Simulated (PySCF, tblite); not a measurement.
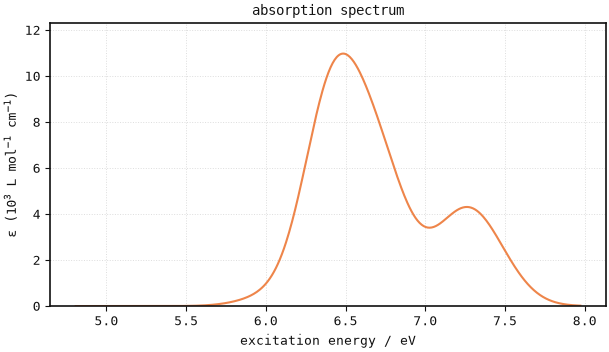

Vertical TDDFT excitations, ωB97X-D/def2-SVPD in PySCF 2.14.0, at a GFN2-xTB geometry (a minimum by its frequencies), gas phase. Only the first 8 singlet excitations are included; each is broadened by a Gaussian of 1/e half-width 0.25 eV.

### Whose absorption spectrum is this?
A. C₃H₃F₅ (1,1,2,2,3-pentafluoropropane), SMILES FCC(F)(F)C(F)F
B. C₂H₁₀FNSi₃, SMILES N[SiH2][SiH2]/C([SiH3])=C\F
C. C₄H₂F₄O, SMILES O=C[C@@H](F)C(F)=C(F)F

B. Its lowest singlet lies at 6.01 eV (f = 0.006) and the brightest of those computed is S2 at 6.40 eV (194 nm), f = 0.121, mixed, the largest part being HOMO−1 → LUMO (33 %).

Known limits of this run: the tight-binding geometry is rougher than a DFT one and adds to the error; one conformer of a flexible molecule; core orbitals are frozen in the response.
